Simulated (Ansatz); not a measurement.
```yaml
atoms:
  - { symbol: B, position_ang: [0.0126, 0.4501, 0.2322] }
  - { symbol: O, position_ang: [-0.1383, -0.1788, 1.8218] }
  - { symbol: H, position_ang: [-0.9211, -0.7466, 1.8563] }
  - { symbol: H, position_ang: [1.0548, 0.0035, -0.1416] }
  - { symbol: H, position_ang: [-0.9895, 0.0586, -0.3019] }
  - { symbol: S, position_ang: [-0.0462, 2.3044, 0.4962] }
  - { symbol: H, position_ang: [1.2709, 2.5170, 0.7203] }
  - { symbol: H, position_ang: [-0.3509, 0.6201, 2.3373] }
```

Theory: RKS PBE0/def2-mTZVP in Ansatz 0.2.0.

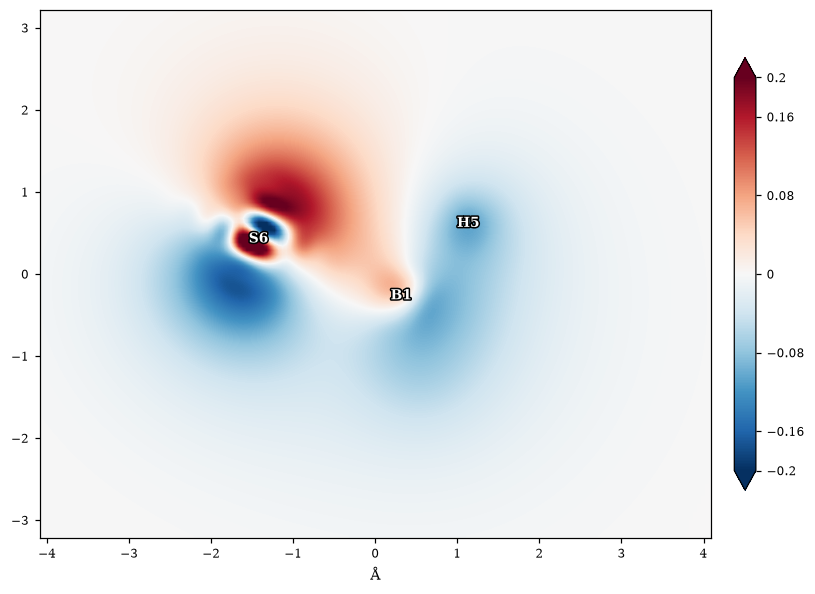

BH₃S···H₂O. The HOMO on the plane of atoms H5, B1 and S6 (values in Å⁻³ᐟ²; the overall sign is arbitrary).

### What is the character of this orbital?

By Hirshfeld shares it lies mainly on S6 (about 80 %); largely a lone pair of S6. Its energy is −7.04 eV.
